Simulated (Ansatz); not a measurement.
```xyz
13

C     2.1176    1.9271   -1.0661
C    -1.5550    1.7600   -0.0867
C     0.5010   -1.4296   -0.3423
In    0.3501    0.7542   -0.5026
H     2.7444    1.3759   -1.7835
H     1.8328    2.8964   -1.5019
H     2.7237    2.1209   -0.1654
H    -2.1366    1.8243   -1.0216
H    -1.3935    2.7830    0.2848
H    -2.1511    1.1958    0.6462
H     1.1898   -1.8337   -1.0996
H     0.8995   -1.6913    0.6521
H    -0.4832   -1.9086   -0.4538
```

Geometry: B3LYP-D3(BJ)/def2-SVP; core potentials replace the inner electrons of In.

Computed with Ansatz, isolated molecule in a Gaussian basis; Kohn-Sham density functional theory, functional PBE0.

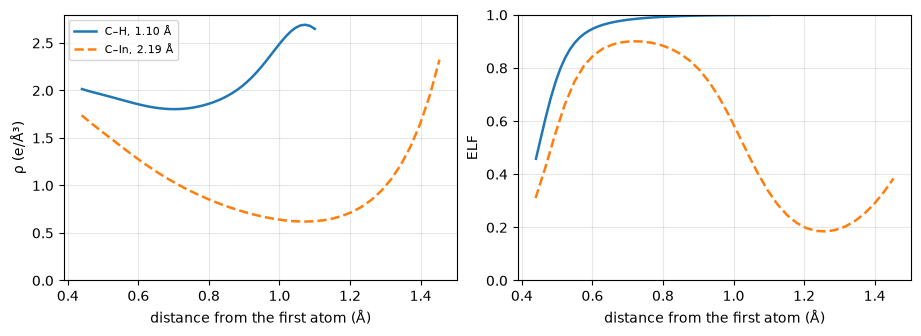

C3H9In. Electron density and ELF along straight lines between neighbouring atoms. The curves leave out the atomic cores.

> What can be read from the curves?

C–H (1.10 Å): ρ is about 1.9 e/Å³ halfway; the ELF climbs to about 1 towards the hydrogen, as it does in any bond to H (an ordinary covalent bond to hydrogen).
C–In (2.19 Å): ρ at the midpoint is about 0.62 e/Å³; the ELF peaks at about 0.90 in the valence shell of C, 0.7 Å from its nucleus, and drops to about 0.20 between the two atoms.
